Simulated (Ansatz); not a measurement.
# SiH2Cl− (SMILES [SiH2-]Cl): B2PLYP/STO-3G

Aim: the energy change on altering one bond length of SiH2Cl− at B2PLYP/STO-3G, from 2 runs. 

Program for the calculation: Ansatz 0.2.0.

1 further run of the same task is left out (set aside as unsound or not needed).

## (1) The molecule

SiH2Cl− has 4 atoms, charge -1, and is taken as a singlet. As SMILES, `[SiH2-]Cl`. The shape is that of a GFN2-xTB optimisation.

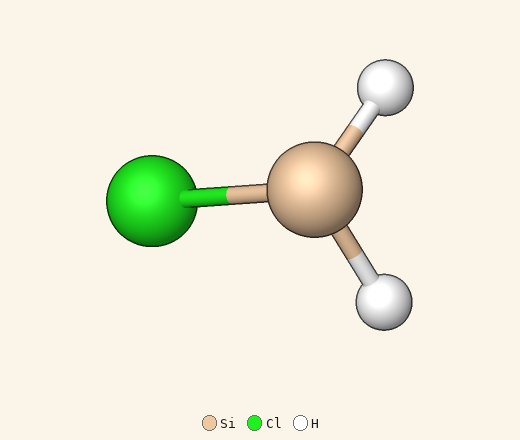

Viewed from a chosen angle; silicon light orange, chlorine green, hydrogen white.

## (2) A single-point energy at B2PLYP/STO-3G

File run.yaml:

```yaml
crystal:
  periodic: [false, false, false]
  atoms:
    - {symbol: Si, position_ang: [-0.487890, 0.431230, 0.253920]}
    - {symbol: Cl, position_ang: [1.672110, -0.122480, 0.774530]}
    - {symbol: H, position_ang: [-0.971070, -0.977580, 0.165380]}
    - {symbol: H, position_ang: [-0.213160, 0.668840, -1.193830]}
basis:
  gaussian: {orbitals: STO-3G}
total_charge: -1
hamiltonian: {xc: {name: B2PLYP}}
correlation: {frozen_orbitals: {Cl: 5, H: 0, Si: 5}}
accuracy: high
```

Started as:

```console
$ ansatz run run.yaml --threads 1 --pin off --max-ram 2610MiB --events-out events.jsonl --progress --plain --runs-dir runs
```

The program printed:

```text
Warning: RAYON_NUM_THREADS=1 ignored (pool sized by the plan → 1); use --threads N
Functional definition: B2PLYP
  name "B2PLYP"
  parameter a = 0.53
  parameter c = 0.27
  exchange = (1 - a)*b88_x + a*exact_x
  correlation = (1 - c)*lyp_c + c*(mp2_os + mp2_ss)
338 factors; integrals over basis functions are off by at most 2.0e-8 eV
mean field evaluation 1: about -20193.2044 eV, gradient 8.7e0 eV
mean field evaluation 2: about -20193.2151 eV, gradient 8.6e0 eV
mean field evaluation 4: about -20193.5552 eV, gradient 1.3e-1 eV
mean field evaluation 8: about -20193.5550 eV, gradient 4.1e-4 eV
mean field -20193.55496510 eV, -742.0994572842 hartree, gradient 2.6e-8 eV, S^2 0.000000; 0 other end points of the search recorded, 0 dependent functions left out
10 core orbitals not correlated: weight in the atoms' cores, before any rotation towards them, 1.000 or more for the frozen orbitals, at most 0.000 for the correlated occupied ones
reference -20193.55498193 eV, -742.0994579029 hartree; 7, 7 occupied and 3, 3 virtual orbitals, 338 factors
second order -1.22016873 eV of doubles, -0.00000000 eV of singles
Total energy: -20193.88442749 eV, -742.1115648038 hartree
```

Run time: 1.2 s. Hardware: 1 thread of Arm Neoverse V1, shared host; peak memory 0.095 GiB.

## (3) The distorted shape

File input.yaml:

```yaml
crystal:
  periodic: [false, false, false]
  atoms:
    - {symbol: Si, position_ang: [-0.556577, 0.371824, 0.615881]}
    - {symbol: Cl, position_ang: [1.603423, -0.181886, 1.136491]}
    - {symbol: H, position_ang: [-1.039757, -1.036986, 0.527341]}
    - {symbol: H, position_ang: [-0.213160, 0.668840, -1.193830]}
basis:
  gaussian: {orbitals: STO-3G}
total_charge: -1
hamiltonian: {xc: {name: B2PLYP}}
correlation: {frozen_orbitals: {Cl: 5, H: 0, Si: 5}}
accuracy: high
```

Started as:

```console
$ ansatz run input.yaml --threads 1 --pin off --max-ram 2610MiB --events-out events.jsonl --progress --plain --runs-dir runs
```

The program printed, shortened:

```text
Warning: RAYON_NUM_THREADS=1 ignored (pool sized by the plan → 1); use --threads N
[... 2 set-up lines as earlier in the session ...]
[...]
338 factors; integrals over basis functions are off by at most 9.7e-9 eV
[...]
mean field -20192.53922481 eV, -742.0621295169 hartree, gradient 1.9e-8 eV, S^2 0.000000; 0 other end points of the search recorded, 0 dependent functions left out
10 core orbitals not correlated: weight in the atoms' cores, before any rotation towards them, 1.000 or more for the frozen orbitals, at most 0.000 for the correlated occupied ones
reference -20192.53924195 eV, -742.0621301469 hartree; 7, 7 occupied and 3, 3 virtual orbitals, 338 factors
second order -1.54296603 eV of doubles, -0.00000000 eV of singles
Total energy: -20192.95584278 eV, -742.0774399450 hartree
```

Run time: 1.2 s. Hardware: 1 thread of Arm Neoverse V1, shared host; peak memory 0.095 GiB.

## (4) What came out

Level: B2PLYP/STO-3G, 10 core orbitals frozen.

```
                                                          quantity          value
                                         first shape: total energy  -742.11156 Eh
                                     distorted shape: total energy  -742.07744 Eh
energy change with the Si1–H4 bond stretched from 1.493 to 1.866 Å       0.929 eV
```

**Reading.** With the Si1–H4 bond stretched from 1.493 to 1.866 Å the energy rises by 0.93 eV (21.4 kcal/mol). The first shape isn't relaxed at this level, so the change isn't measured from a minimum. The minimal basis adds a large error of its own.
